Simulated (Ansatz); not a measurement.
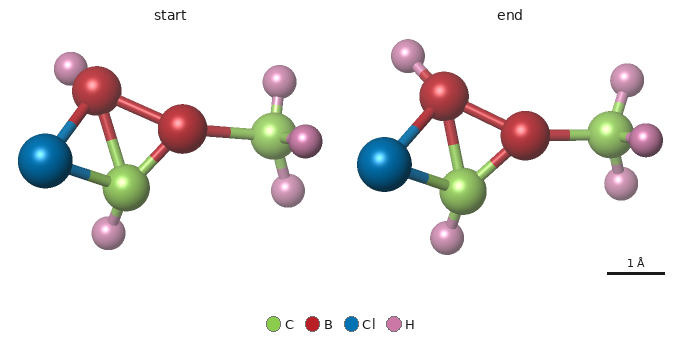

The structure of C₂H₅B₂Cl (charge −1, multiplicity 2) before (left) and after (right) a relaxation, at one scale.

Style: ball-and-stick. Shown face on.

All numbers below come from Ansatz 0.2.0, UHF/6-31++G**.

The input:
```yaml
crystal:
  periodic: [false, false, false]
  atoms:
    - {symbol: C, position_ang: [-0.790145, -1.320291, -0.843769]}
    - {symbol: B, position_ang: [-0.365779, 0.128954, 0.029627]}
    - {symbol: B, position_ang: [0.239718, 0.745302, 1.462345]}
    - {symbol: C, position_ang: [0.856353, 0.867031, -0.215601]}
    - {symbol: Cl, position_ang: [0.793424, 2.356978, 0.772307]}
    - {symbol: H, position_ang: [-1.723039, -0.832288, -1.452909]}
    - {symbol: H, position_ang: [-1.271760, -1.727975, -0.100184]}
    - {symbol: H, position_ang: [-0.101793, -1.604179, -1.662356]}
    - {symbol: H, position_ang: [0.548149, 0.612949, 2.121979]}
    - {symbol: H, position_ang: [1.922143, 0.708559, -0.538893]}
basis:
  gaussian: {orbitals: "6-31++G**"}
total_charge: -1
magnetization: {spin_polarized: true, initial_magnetization: 1}
hamiltonian: {xc: {name: HF}}
accuracy: high
relax: {f_tol: 0.001, max_steps: 3}
output: {forces: true}
```

Command:
```bash
ansatz run in.yaml --threads 2 --pin off --events-out ev --progress --plain --max-ram 4352MiB
```

Describe what moved and what it gained.

Answer. The relaxation stopped without meeting its thresholds, so the last structure isn't shown to be converged. The input was poor on purpose: steps. After 2 geometry steps the energy has fallen by 7.835 eV. The largest force component goes from 38 to 1.2 eV/Å. H9 moves most after the best rigid fit: 0.26 Å. Largest moves by element: H 0.26 Å, C 0.18 Å, B 0.17 Å, Cl 0.10 Å. Among the contacts that change: B3–H9 0.740 → 1.137 Å, C1–B2 1.744 → 1.581 Å, C1–H7 0.975 → 1.104 Å, C1–H6 1.216 → 1.102 Å. Bond angles that change, for instance: H7–C1–H8 139.8° → 114.4°, B2–C1–H7 94.9° → 112.7°, B2–C1–H6 96.0° → 107.3°.
